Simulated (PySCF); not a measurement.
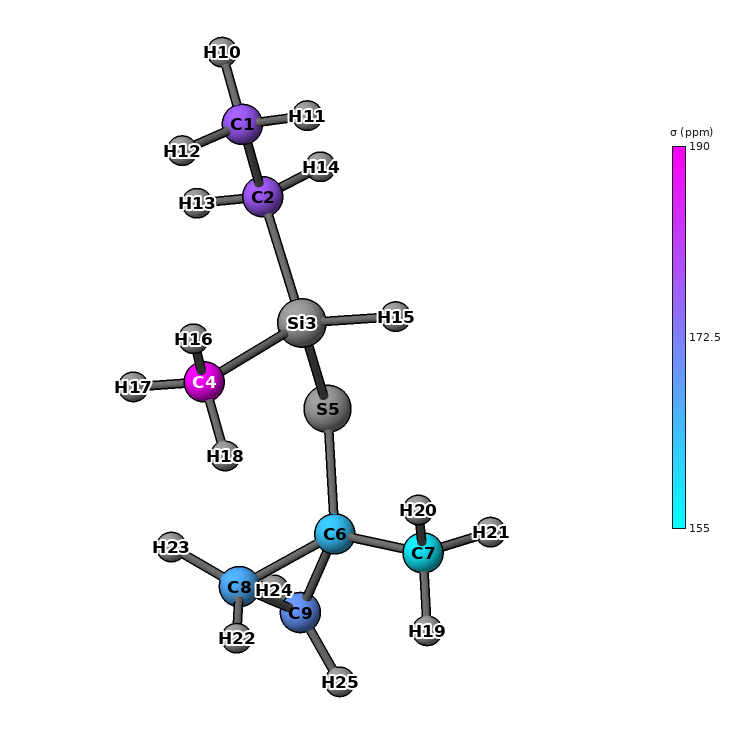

Atoms are coloured by their isotropic NMR shieldings (C only, the others grey). The geometry was computed by an optimisation with GFN2-xTB. No frequency run is at hand to confirm it as a minimum. Level of theory: GIAO PBE0/pcSseg-1 NMR shielding, non-relativistic, gas phase (PySCF 2.14.0).

Give the isotropic NMR shieldings of the C atoms atom by atom.

```json
{"atom": "C1", "σ (ppm)": "177.0"}
{"atom": "C2", "σ (ppm)": "177.5"}
{"atom": "C4", "σ (ppm)": "189.8"}
{"atom": "C6", "σ (ppm)": "162.7"}
{"atom": "C7", "σ (ppm)": "157.7"}
{"atom": "C8", "σ (ppm)": "166.0"}
{"atom": "C9", "σ (ppm)": "169.2"}
```

The geometry is semi-empirical. Around Si such bond lengths and angles can be off by a tenth of an ångström or more and by several degrees, and values that hang on the shape move with them.
